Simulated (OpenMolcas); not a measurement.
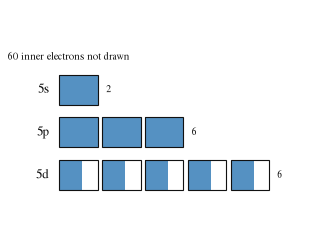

Figure 1. The outer shells of the leading configuration of the lowest level: a box for each of the 2l + 1 orbitals, shaded by the share of the shell that is filled, with the electron count at the right.

Multiconfigurational calculation for Ir³⁺ (part 1 of 2)

- system: Ir³⁺.
- method: state-averaged CASSCF, active space 6 electrons in the shell 5d, basis ANO-RCC-VQZP, DKH2 scalar Hamiltonian, spin-orbit coupling by RASSI with atomic mean-field integrals (OpenMolcas)

### Key numbers

- outcome: converged
- lowest level: 5d⁶ ⁵D₄
- first excited level: 5d⁶ ⁵D₃, 5,865 cm⁻¹
- energy of the lowest spin-free term: −17808.77979 hartree
- energy of the lowest spin-orbit level: −17808.81422 hartree
- largest spread among components of a term: 0.0 cm⁻¹
- hardware: 1 thread of Intel Xeon (Granite Rapids), 64 GiB of memory available, shared host
- wall time: 25 s

### Remarks

Without dynamic correlation the splittings between terms come out too large, often by 20 to 50 %. Caveats: only configurations of the active space are included.

### Input
```
&GATEWAY
Coord
1

Ir 0.0 0.0 0.0
Basis=ANO-RCC-VQZP
Group=XYZ
NoMove
AngMom=0.0 0.0 0.0
AMFI
&SEWARD
&RASSCF
FileOrb=start.orb
Symmetry=1
Spin=5
nActEl=6 0 0
Inactive=15 19
Ras2=5 0
CIRoot=5 5 1
SDav=5
CIMx=300
Iter=120 100
PrWF=0.3
OrbListing=Nothing
MaxOrb=0
Atom
>>> COPY $Project.JobIph JOB001
&RASSCF
FileOrb=start.orb
Symmetry=1
Spin=3
nActEl=6 0 0
Inactive=15 19
Ras2=5 0
CIRoot=45 45 1
SDav=45
CIMx=300
Iter=120 100
PrWF=0.3
OrbListing=Nothing
MaxOrb=0
Atom
>>> COPY $Project.JobIph JOB002
&RASSCF
FileOrb=start.orb
Symmetry=1
Spin=1
nActEl=6 0 0
Inactive=15 19
Ras2=5 0
CIRoot=50 50 1
SDav=50
CIMx=300
Iter=120 100
PrWF=0.3
OrbListing=Nothing
MaxOrb=0
Atom
>>> COPY $Project.JobIph JOB003
&RASSI
NrOfJobIphs=3 5 45 50
1 2 3 4 5
1 2 3 4 5 6 7 8 9 10 11 12 13 14 15 16 17 18 19 20 21 22 23 24 25 26 27
28 29 30 31 32 33 34 35 36 37 38 39 40 41 42 43 44 45
1 2 3 4 5 6 7 8 9 10 11 12 13 14 15 16 17 18 19 20 21 22 23 24 25 26 27
28 29 30 31 32 33 34 35 36 37 38 39 40 41 42 43 44 45 46 47 48 49 50
IphNames
JOB001
JOB002
JOB003
EJob
SpinOrbit
DIPRint=1.0
SOCoupling=1000.0
Subsets=2
MEES
Property=10
'ANGMOM' 1 'ANGMOM' 2 'ANGMOM' 3 'MLTPL  1' 1 'MLTPL  1' 2 'MLTPL  1' 3
'AMFI' 1 'AMFI' 2 'AMFI' 3 'MLTPL  2' 6
SOProperty=3
'ANGMOM' 1 'ANGMOM' 2 'ANGMOM' 3
```

The file start.orb holds starting orbitals from an earlier step. A driver script formed the levels outside the program, from RASSI's spin-orbit matrix and the active-space energies, averaged over the components of each term or state.

Command:
```bash
OMP_NUM_THREADS=1 MOLCAS_MEM=1689 MOLCAS_PROJECT=a pymolcas a.inp > a.log  # once for each step of the input, in one work folder
```

### Log (extracts)
```
--- SEWARD ---
Basis set label: IR.ANO-RCC...9S8P6D4F2G1H.

      Electronic valence basis set:
      ------------------
      Associated Effective Charge  77.000000 au
      Associated Actual Charge     77.000000 au
      Nuclear Model: Point charge

      Shell  nPrim  nBasis  Cartesian Spherical Contaminant
         s      24       9        X
         p      21       8        X
         d      15       6                 X
         f      11       4                 X
         g       4       2                 X
         h       2       1                 X
                  Relativistic Douglas-Kroll-Hess integrals:
                    - DKH order of Hamiltonian: 2
                    - DKH order of Properties : 0
                  Atomic mean-field integrals
--- RASSCF ---
Wave function specifications:
      -----------------------------

      Number of closed shell electrons          68
      Number of electrons in active shells       6
      Max number of holes in RAS1 space          0
      Max nr of electrons in RAS3 space          0
      Number of inactive orbitals               34
      Number of active orbitals                  5
      Number of secondary orbitals              81
      Spin quantum number                      2.0
      State symmetry                             1
Orbital specifications:
      -----------------------

      Symmetry species                           1   2
                                                ag  au
      Frozen orbitals                            0   0
      Inactive orbitals                         15  19
      Active orbitals                            5   0
      RAS1 orbitals                              0   0
      RAS2 orbitals                              5   0
      RAS3 orbitals                              0   0
      Secondary orbitals                        37  44
      Deleted orbitals                           0   0
      Number of basis functions                 57  63
      Number of CSFs                             5
      Number of root(s) required                 5
      Iter CI   SX   CI       RASSCF       Energy    max ROT     max BLB   max BLB  Level Ln srch  Step   QN
          iter iter root      energy       change     param      element    value   shift minimum  type update
 Nr of preliminary CI iterations:   1
      Total energies have been shifted. Add               -17000.00 au
        1   1   10    0  -808.57150074    0.00E+00   1.55E-01*  17  26 1  2.72E-01*  0.00   0.00    SX    NO
        2   1   11    0  -808.75577437   -1.84E-01* -1.97E-02   18  24 2  1.39E-01*  0.00   0.00    SX    NO
        3   1   10    0  -808.76642622   -1.07E-02*  2.02E-02   16  45 2 -9.67E-02*  0.00   0.00    SX    NO
        4   1   11    0  -808.77134932   -4.92E-03*  1.50E-02   12  41 2  7.68E-02*  0.00   0.00    SX    NO
        5   1   10    0  -808.77426748   -2.92E-03*  6.43E-03   10  39 2 -6.27E-02*  0.00   0.55    LS   YES
        6   1    9    0  -808.77978429   -5.52E-03*  3.56E-04   10  32 2  2.82E-03*  0.00   1.04    QN   YES
        7   1    6    0  -808.77979380   -9.52E-06*  1.00E-05   15  23 1 -1.06E-04*  0.00   1.00    QN   YES
        8   1    4    0  -808.77979382   -1.25E-08* -2.22E-06   15  23 1 -1.93E-05   0.00   1.17    QN   YES
        9   1    3    0  -808.77979382   -3.20E-10   3.49E-07   18  24 2 -9.43E-07   0.00   0.96    QN   YES
      Convergence after  9 iterations
       10   1    3    0  -808.77979382   -2.18E-11   3.49E-07    7  26 2 -1.86E-07   0.00   0.96    QN   YES
      Natural orbitals and occupation numbers for root  1
      sym 1:   1.000000   2.000000   1.000000   1.000000   1.000000
      Natural orbitals and occupation numbers for root  2
      sym 1:   2.000000   1.000000   1.000000   1.000000   1.000000
      Natural orbitals and occupation numbers for root  3
      sym 1:   1.000000   1.000000   1.000000   2.000000   1.000000
::    RASSCF root number  1 Total energy: -17808.77979382
::    RASSCF root number  2 Total energy: -17808.77979382
::    RASSCF root number  3 Total energy: -17808.77979382
::    RASSCF root number  4 Total energy: -17808.77979382
::    RASSCF root number  5 Total energy: -17808.77979382
--- RASSCF ---
Wave function specifications:
      -----------------------------

      Number of closed shell electrons          68
      Number of electrons in active shells       6
      Max number of holes in RAS1 space          0
      Max nr of electrons in RAS3 space          0
      Number of inactive orbitals               34
      Number of active orbitals                  5
      Number of secondary orbitals              81
      Spin quantum number                      1.0
      State symmetry                             1
Orbital specifications:
      -----------------------

      Symmetry species                           1   2
                                                ag  au
      Frozen orbitals                            0   0
      Inactive orbitals                         15  19
      Active orbitals                            5   0
      RAS1 orbitals                              0   0
      RAS2 orbitals                              5   0
      RAS3 orbitals                              0   0
      Secondary orbitals                        37  44
      Deleted orbitals                           0   0
      Number of basis functions                 57  63
      Number of CSFs                            45
      Number of root(s) required                45
      Iter CI   SX   CI       RASSCF       Energy    max ROT     max BLB   max BLB  Level Ln srch  Step   QN
          iter iter root      energy       change     param      element    value   shift minimum  type update
 Nr of preliminary CI iterations:   1
      Total energies have been shifted. Add               -17000.00 au
        1   1    6    0  -808.65656752    0.00E+00  -7.39E-03   18  27 1 -1.03E-02*  0.00   0.00    SX    NO
        2   1    9    0  -808.65698349   -4.16E-04*  1.31E-03   19  23 2 -5.12E-03*  0.00   0.00    SX    NO
        3   1    8    0  -808.65699894   -1.55E-05*  7.66E-04   14  33 2 -2.66E-03*  0.00   0.00    SX    NO
        4   1    8    0  -808.65700321   -4.26E-06*  4.96E-04   14  40 2 -2.24E-03*  0.00   0.00    SX    NO
        5   1    8    0  -808.65700579   -2.58E-06*  2.22E-04   14  40 2  1.86E-03*  0.00   0.55    LS   YES
        6   1    5    0  -808.65701077   -4.99E-06*  9.19E-06   19  23 2 -2.98E-05   0.00   1.00    QN   YES
        7   1    4    0  -808.65701078   -2.07E-09   2.32E-06    9  29 2  6.71E-06   0.00   0.86    QN   YES
      Convergence after  7 iterations
        8   1    4    0  -808.65701078   -9.82E-11   2.32E-06   15  23 1  6.07E-07   0.00   0.86    QN   YES
      Natural orbitals and occupation numbers for root  1
      sym 1:   0.870998   1.532603   1.183821   1.303253   1.109325
      Natural orbitals and occupation numbers for root  2
      sym 1:   1.054633   1.352717   0.940552   1.107362   1.544736
      Natural orbitals and occupation numbers for root  3
      sym 1:   0.898708   1.270064   1.192910   1.551520   1.086797
::    RASSCF root number  1 Total energy: -17808.69831914
::    RASSCF root number  2 Total energy: -17808.69831914
::    RASSCF root number  3 Total energy: -17808.69831914
::    RASSCF root number  4 Total energy: -17808.69831914
::    RASSCF root number  5 Total energy: -17808.69831914
::    RASSCF root number  6 Total energy: -17808.69831914
::    RASSCF root number  7 Total energy: -17808.69831914
::    RASSCF root number  8 Total energy: -17808.69831914
::    RASSCF root number  9 Total energy: -17808.69831914
::    RASSCF root number 10 Total energy: -17808.69831914
::    RASSCF root number 11 Total energy: -17808.69831914
::    RASSCF root number 12 Total energy: -17808.68791697
::    RASSCF root number 13 Total energy: -17808.68791697
::    RASSCF root number 14 Total energy: -17808.68791697
::    RASSCF root number 15 Total energy: -17808.68616644
::    RASSCF root number 16 Total energy: -17808.68616644
::    RASSCF root number 17 Total energy: -17808.68616644
::    RASSCF root number 18 Total energy: -17808.68616644
::    RASSCF root number 19 Total energy: -17808.68616644
::    RASSCF root number 20 Total energy: -17808.68616644
::    RASSCF root number 21 Total energy: -17808.68616644
::    RASSCF root number 22 Total energy: -17808.67845968
::    RASSCF root number 23 Total energy: -17808.67845968
::    RASSCF root number 24 Total energy: -17808.67845968
::    RASSCF root number 25 Total energy: -17808.67845968
::    RASSCF root number 26 Total energy: -17808.67845968
::    RASSCF root number 27 Total energy: -17808.67845968
::    RASSCF root number 28 Total energy: -17808.67845968
::    RASSCF root number 29 Total energy: -17808.67845968
::    RASSCF root number 30 Total energy: -17808.67845968
--- RASSCF ---
Wave function specifications:
      -----------------------------

      Number of closed shell electrons          68
      Number of electrons in active shells       6
      Max number of holes in RAS1 space          0
      Max nr of electrons in RAS3 space          0
      Number of inactive orbitals               34
      Number of active orbitals                  5
      Number of secondary orbitals              81
      Spin quantum number                      0.0
      State symmetry                             1
Orbital specifications:
      -----------------------

      Symmetry species                           1   2
                                                ag  au
      Frozen orbitals                            0   0
      Inactive orbitals                         15  19
      Active orbitals                            5   0
      RAS1 orbitals                              0   0
      RAS2 orbitals                              5   0
      RAS3 orbitals                              0   0
      Secondary orbitals                        37  44
      Deleted orbitals                           0   0
      Number of basis functions                 57  63
      Number of CSFs                            50
      Number of root(s) required                50
      Iter CI   SX   CI       RASSCF       Energy    max ROT     max BLB   max BLB  Level Ln srch  Step   QN
          iter iter root      energy       change     param      element    value   shift minimum  type update
 Nr of preliminary CI iterations:   1
      Total energies have been shifted. Add               -17000.00 au
        1   1    6    0  -808.59584124    0.00E+00  -3.70E-03   18  27 1 -5.14E-03*  0.00   0.00    SX    NO
        2   1    8    0  -808.59594560   -1.04E-04*  6.46E-04   19  23 2 -2.57E-03*  0.00   0.00    SX    NO
        3   1    8    0  -808.59594949   -3.90E-06*  3.85E-04   14  33 2 -1.34E-03*  0.00   0.00    SX    NO
        4   1    8    0  -808.59595057   -1.08E-06*  2.51E-04   14  40 2 -1.13E-03*  0.00   0.00    SX    NO
        5   1    8    0  -808.59595123   -6.56E-07*  1.12E-04   14  40 2  9.39E-04*  0.00   0.55    LS   YES
        6   1    5    0  -808.59595251   -1.28E-06*  4.63E-06   19  23 2 -1.54E-05   0.00   1.00    QN   YES
        7   1    4    0  -808.59595251   -4.98E-10   1.17E-06    9  29 2  3.45E-06   0.00   0.84    QN   YES
      Convergence after  7 iterations
        8   1    4    0  -808.59595251   -3.27E-11   1.17E-06   15  23 1  3.02E-07   0.00   0.84    QN   YES
      Natural orbitals and occupation numbers for root  1
      sym 1:   1.630562   0.917106   1.051289   1.039422   1.361620
      Natural orbitals and occupation numbers for root  2
      sym 1:   0.797050   1.311278   1.703560   0.995342   1.192770
      Natural orbitals and occupation numbers for root  3
      sym 1:   0.901897   1.045392   1.329494   1.443439   1.279777
::    RASSCF root number  1 Total energy: -17808.65770885
::    RASSCF root number  2 Total energy: -17808.65770885
::    RASSCF root number  3 Total energy: -17808.65770885
::    RASSCF root number  4 Total energy: -17808.65770885
::    RASSCF root number  5 Total energy: -17808.65770885
::    RASSCF root number  6 Total energy: -17808.65770885
::    RASSCF root number  7 Total energy: -17808.65770885
::    RASSCF root number  8 Total energy: -17808.65770885
::    RASSCF root number  9 Total energy: -17808.65770885
::    RASSCF root number 10 Total energy: -17808.65770885
::    RASSCF root number 11 Total energy: -17808.65770885
::    RASSCF root number 12 Total energy: -17808.65770885
::    RASSCF root number 13 Total energy: -17808.65770885
::    RASSCF root number 14 Total energy: -17808.65012314
::    RASSCF root number 15 Total energy: -17808.65012314
::    RASSCF root number 16 Total energy: -17808.65012314
::    RASSCF root number 17 Total energy: -17808.65012314
::    RASSCF root number 18 Total energy: -17808.65012314
::    RASSCF root number 19 Total energy: -17808.65012314
::    RASSCF root number 20 Total energy: -17808.65012314
::    RASSCF root number 21 Total energy: -17808.65012314
::    RASSCF root number 22 Total energy: -17808.65012314
::    RASSCF root number 23 Total energy: -17808.62936690
::    RASSCF root number 24 Total energy: -17808.62097839
::    RASSCF root number 25 Total energy: -17808.62097839
::    RASSCF root number 26 Total energy: -17808.62097839
::    RASSCF root number 27 Total energy: -17808.62097839
::    RASSCF root number 28 Total energy: -17808.62097839
::    RASSCF root number 29 Total energy: -17808.59831513
::    RASSCF root number 30 Total energy: -17808.59831513
```

(Continued in part 2.)
